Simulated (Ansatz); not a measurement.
**Nudged elastic band of AlNH₄TeO (part 2 of 2)**

Continued. System: AlNH₄TeO. Method: RHF/def2-mTZVP (Ansatz 0.2.0). The run did not end well. One setting was made poor on purpose. It belongs to a series of runs on one base structure; here: band between the two ends.

Geometry of the input (Å):
```
N  -0.3034  1.6138  -0.2096
Al 0.3395  -0.1009  0.0603
O  2.1038  -0.4189  -0.1640
Te -1.1851  -2.0255  0.7475
H  -1.0876  1.5688  -0.9737
H  -0.8322  1.9542  0.6616
H  2.5506  -0.2555  0.7505
H  -1.4936  -2.3931  -0.9285
```

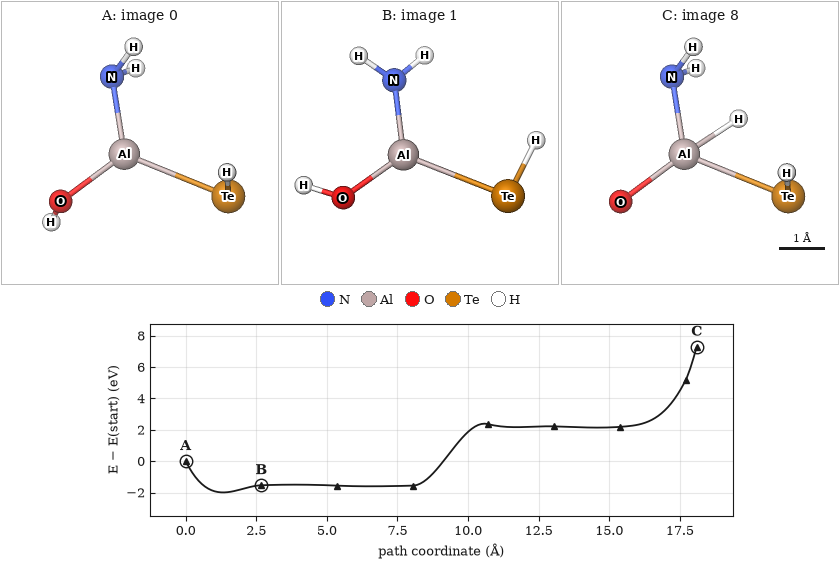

**Figure 1.** Images of the last band (counted from 0; ball-and-stick, seen at a tilt) above the energy along the path; the line is a cubic interpolation that uses the forces. No image lies above both ends; the end is 7.293 eV above the start. The path is 18.10 Å long. The band had not converged after 60 iterations. The end points carry forces over 0.1 eV/Å, so they aren't fully relaxed minima and the barriers are approximate.

```
Unfinished report: {"positions_ang":[[-0.33907850290141495,1.4996608899692805,-0.230656493838282],[0.6203439884142544,-0.06165334548423569,-0.07698551761186484],[2.298122908946879,-0.344459000981402,-0.3175136726213213],[-0.9470943301376198,-1.9643744445160094,0.8447729275908918],[-1.1643474951946378,1.4911193689263755,-0.8994505110397883],[-0.6983963374808604,1.9345460883573815,0.6537281829020699],[-0.9513427432788698,0.0009854894832517502,0.5414413127825551],[-1.4636174883677298,-2.2663275557546436,-0.7477187281642607]],"unchecked":["starts","cluster_reference","orbital_swaps","neighbouring_geometries","increment"],"mean_field":{"relativity":"none","state":{"energy":{"ev":-17428.615260518098,"hartree":-640.4897972843168},"converged":true,"gradient_ev":0.00002701642489755185,"stability":{"kind":"minimum","curvature_ev":19.423466404755715},"curvature_floor_ev":0.00030000000000000003,"spin_squared":2.1316282072803006e-14},"others":[],"fillings":{"estimated":0,"unestimated":0,"tried":0,"untried":0,"excluded_magnetic_sites":0},"n_dropped_functions":0,"n_trapped_functions":0,"passes":{"evaluations":4,"products":30},"factors":{"origin":"Cholesky decomposition","count":1218,"bound_ev":0.0007252005381719716},"gradient_stop_ev":0.00009,"reference_kind":"stationary","symmetry":{"irreps":["A"],"axes":[[0.9956120100886854,0.01617681548044265,0.09216851961531752],[-0.013046867653193133,0.9993208817424404,-0.0344609134810948],[-0.09266339412954569,0.03310718886319329,0.9951469285658119]],"occupied":[{"A":28},{"A":28}]},"held":{"pivots":1218,"left_out":2,"joined":0},"density_repulsion":{"missed_ev":0.000012642669718353386,"excess_ev":2.366361998926745e-9,"most_excess_ev":0.0001512,"are_drawn_again":false,"n_first_factors":1218,"energy_change_ev":0.0,"n_dropped_ends":0}},"factors":{"origin":"Cholesky decomposition","count":1218,"bound_ev":0.0007252005381719716},"n_frozen":0,"n_occupied":[28,28],"n_virtual":[85,85],"reference":{"ev":-17428.615260518098,"hartree":-640.4897972843168},"total":{"ev":-17428.615260518098,"hartree":-640.4897972843168},"forces_ev_per_angstrom":[[-3.5329194706659828,-0.6801367734378032,0.9143506592560926],[8.019140319457229,0.5483611240679054,-1.976799253310143],[-4.798347679812163,0.45333136506918925,0.7539555389009354],[-0.8234089126799218,0.39849124008859066,-0.3561998043319522],[1.906310588950969,0.368834872342193,1.3713931670527655],[0.8440284756604969,-0.24160105081609534,-1.7688796869124677],[-1.7537012362382598,-1.1283124451401192,0.37394004961456995],[0.13889791532573617,0.2810316678254876,0.6882393297297984]],"charge_distribution":{"dipole_moment_e_ang":[-2.0972232426162196,-0.23043972228048348,0.4400252328970363],"mulliken_charges_e":[-0.9647305799581476,1.085898522571945,-0.8956882544483857,-0.19567245285287882,0.35000466193219526,0.35064165627926525,0.13649188993745798,0.13305455653859133],"lowdin_charges_e":[-0.5112619781553285,0.4539493529723355,-0.8265652987554883,0.15588391068414253,0.21610466043998156,0.21574085302910917,0.21631748595499545,0.07983101383028113]},"n_threads":2,"memory_gib":2.556818182580173,"seconds":{"hamiltonian":1.353776595,"orbitals":0.0,"second_order":0.0,"solver_start":0.0,"cycles":0.0,"cycle":0.0,"perturbative":0.0,"full_ci_increment":0.0,"forces":0.0}}
this run last wrote the band of iteration 60 to [file]
Error: NEB band did not converge after 60 iterations: max|band force component| = 6.85e0 eV/Å (threshold 5.0e-2); raise `neb.max_iterations` in a new run, which can start from the last band evaluated (`neb.initial_path`, with `crystal.atoms` and `neb.final_atoms` set to its first and last images), add images, or start from endpoints closer to local minima. Where this run's directory can be resumed (`checkpoint.write`), a resume goes on for up to `neb.max_iterations` more; to start a new run from the last band, take its images' positions from the `neb_iteration` event of iteration 60 (`data.images[].positions_ang`), in the event stream of the run that computed that iteration (not this run's, if it was resumed behind it). With `checkpoint.write`, `steps/00-neb/state/checkpoint.json` in the run directory holds the last saved band, under `neb.evaluated.images[].positions_ang` (a band under a hybrid functional on support functions is neither saved nor resumed: `neb.initial_path` says where its path is): check the last entry of `neb.iterations` there, which is earlier than 60 if that iteration was not saved or its write failed. If the band's step has no `state` directory and holds `state.next`, a write was cut short, and the file is under `state.next` instead (behind a loss of power it can be under `state.prev`)
this run wrote the band of iteration 60 to [file] as well, whether or not its events were kept: a new run's `neb.initial_path` can list its `images[].positions_ang`
a run's events are kept only if it was started with --events-out <file>, and are in that file
```

The last band as extended XYZ (Å, eV, eV/Å)
```
8
Properties=species:S:1:pos:R:3:forces:R:3 image=0 energy=-17433.79783
N    -0.3034    1.6138   -0.2096   -3.2924  -0.6212   0.1328
Al    0.3395   -0.1009    0.0603    2.1897   0.7825  -0.8309
O     2.1038   -0.4189   -0.1640   -1.0404   1.1150   3.9821
Te   -1.1851   -2.0255    0.7475   -0.4583  -0.6137  -1.0412
H    -1.0876    1.5688   -0.9737    2.2555   0.3753   2.2115
H    -0.8322    1.9542    0.6616    1.2413  -0.6549  -2.2015
H     2.5506   -0.2555    0.7505   -1.1384  -0.6757  -3.4334
H    -1.4936   -2.3931   -0.9285    0.2430   0.2928   1.1806
8
Properties=species:S:1:pos:R:3:forces:R:3 image=1 energy=-17435.33496
N    -0.4265    1.1731   -0.2144    0.0558   0.0636  -0.0099
Al    0.4111   -0.3423    0.1070   -0.0203   0.0468   0.0041
O     1.9928   -0.3210    0.6830    0.0388  -0.0367  -0.1196
Te   -0.7558   -2.5616   -0.3919   -0.0732   0.0889   0.1813
H    -1.4151    1.2954   -0.2710    0.0639   0.0422  -0.1432
H     0.0495    2.0143   -0.4729   -0.1728   0.0059   0.1657
H     2.4639    0.4647    0.9100   -0.0185  -0.1093   0.0046
H    -2.2279   -1.7797   -0.4056    0.1262  -0.1014  -0.0829
8
Properties=species:S:1:pos:R:3:forces:R:3 image=2 energy=-17435.35787
N    -0.5562    1.5481   -0.1127    0.0014   0.0075  -0.0064
Al    0.1840   -0.0135    0.1807   -0.0246   0.0335   0.0169
O     1.8593   -0.0770    0.2800   -0.0048  -0.0171  -0.0261
Te   -1.3439   -2.0689    0.4926   -0.0019   0.0109   0.0006
H    -1.5363    1.6893   -0.2377    0.0653   0.0401  -0.0062
H    -0.0548    2.4042   -0.2272   -0.0593  -0.0178   0.0225
H     2.3813   -0.8239    0.5159   -0.0149  -0.0191  -0.0063
H    -0.8414   -2.7153   -0.9475    0.0388  -0.0380   0.0049
8
Properties=species:S:1:pos:R:3:forces:R:3 image=3 energy=-17435.35940
N    -0.5089    1.6815   -0.0292    0.5367  -1.1643  -0.0412
Al    0.0927    0.0193    0.0166    0.0922   0.0792   0.0125
O     1.7331   -0.2103   -0.3013   -0.3809   0.1925   0.0068
Te   -1.6124   -1.8458    0.5135    0.1658   0.0668  -0.0367
H     0.0030    2.3616   -0.5453   -0.3138   0.5055   0.2165
H    -1.3667    1.9800    0.3690   -0.0964   0.5004  -0.1961
H     2.2551   -0.9835   -0.3946   -0.0134  -0.1829  -0.0047
H    -0.5040   -3.0600    0.3153    0.0098   0.0030   0.0428
8
Properties=species:S:1:pos:R:3:forces:R:3 image=4 energy=-17431.43300
N    -0.5051    1.7707   -0.2726    0.4078   0.0189  -0.3214
Al    0.6496    0.4405   -0.1548   -0.3333   0.4000  -0.1156
O     2.0173   -0.3145   -0.4007    0.3368   0.0722  -0.0954
Te   -0.5354   -1.7893    1.0208    0.3460  -0.5898   0.1876
H    -0.3236    2.4518   -0.9832   -0.1294   0.1491   0.0976
H    -1.1541    2.1398    0.3851   -0.0830  -0.1209   0.0572
H     1.0539   -2.2265    0.6917   -0.5412  -0.0715   0.1825
H    -1.1107   -2.5296   -0.3422   -0.0037   0.1419   0.0075
8
Properties=species:S:1:pos:R:3:forces:R:3 image=5 energy=-17431.57933
N    -0.4109    1.8911   -0.2282    0.1247  -0.1817  -0.1112
Al    0.4138    0.4038   -0.6845    0.0482   0.0951   0.3257
O     1.5329   -0.5203   -1.3110   -0.0009   0.0135  -0.1860
Te   -1.0465   -1.8044    0.6799   -0.0026  -0.0207   0.0170
H    -0.1170    2.7829   -0.5694   -0.0950   0.0257   0.0679
H    -1.1344    1.9910    0.4498   -0.0160   0.0592  -0.0583
H     0.0470   -2.0153    1.8996   -0.0268   0.1194   0.0224
H    -0.1054   -2.6703   -0.3511   -0.0318  -0.1104  -0.0776
8
Properties=species:S:1:pos:R:3:forces:R:3 image=6 energy=-17431.60998
N    -0.2600    1.6128   -0.2822    0.0298  -0.1544   0.0665
Al    0.7938    0.2309   -0.5903    0.1519   0.1835  -0.1252
O     1.9802   -0.5524   -1.2894   -0.1241  -0.0415   0.0139
Te   -0.3358   -1.8157    1.0497    0.0702   0.0192   0.0214
H    -0.3607    2.3914   -0.8973    0.0785   0.0687   0.0061
H    -0.7530    1.7844    0.5677   -0.0690   0.0274  -0.0733
H    -1.7029   -1.0309    1.5420   -0.1372  -0.1086   0.0706
H    -1.0946   -2.4466   -0.2738   -0.0002   0.0057   0.0200
8
Properties=species:S:1:pos:R:3:forces:R:3 image=7 energy=-17428.61526
N    -0.3391    1.4997   -0.2307   -3.5329  -0.6801   0.9144
Al    0.6203   -0.0617   -0.0770    8.0191   0.5484  -1.9768
O     2.2981   -0.3445   -0.3175   -4.7983   0.4533   0.7540
Te   -0.9471   -1.9644    0.8448   -0.8234   0.3985  -0.3562
H    -1.1643    1.4911   -0.8995    1.9063   0.3688   1.3714
H    -0.6984    1.9345    0.6537    0.8440  -0.2416  -1.7689
H    -0.9513    0.0010    0.5414   -1.7537  -1.1283   0.3739
H    -1.4636   -2.2663   -0.7477    0.1389   0.2810   0.6882
8
Properties=species:S:1:pos:R:3:forces:R:3 image=8 energy=-17426.50480
N    -0.3034    1.6138   -0.2096   -5.7280  -1.1962   1.0778
Al    0.3395   -0.1009    0.0603   11.9944  -0.7398  -2.4327
O     2.1038   -0.4189   -0.1640   -6.1611   0.7176   0.8535
Te   -1.1851   -2.0255    0.7475   -1.2086   0.0109  -0.6272
H    -1.0876    1.5688   -0.9737    2.3386   0.7439   1.9968
H    -0.8322    1.9542    0.6616    1.4768   0.3126  -2.2051
H    -1.0993    0.2066    0.5152   -2.8677  -0.3782   0.1427
H    -1.4936   -2.3931   -0.9285    0.1556   0.5292   1.1942
```

What the run reported

| quantity | value |
| --- | --- |
| outcome | not converged |
| barrier, forward (band not converged) | 5.183 eV |
| barrier, backward | −2.111 eV |
| wall time | 9 min (CPU time 17 min) |
| peak memory | 0.33 GiB |

Diagnosis

The run did not converge: “NEB band did not converge after 60 iterations: max|band force component| = 6.85e0 eV/Å (threshold 5.0e-2); raise `neb.max_iterations` in a new run, which can start from the last band evaluated (`neb.initial_path`, with `crystal.atoms` and `neb.final_atoms` set to its first and last images), add images, or start from endpoints closer to local minima …” Its last values are not results. A deliberately poor setting: ends not relaxed.
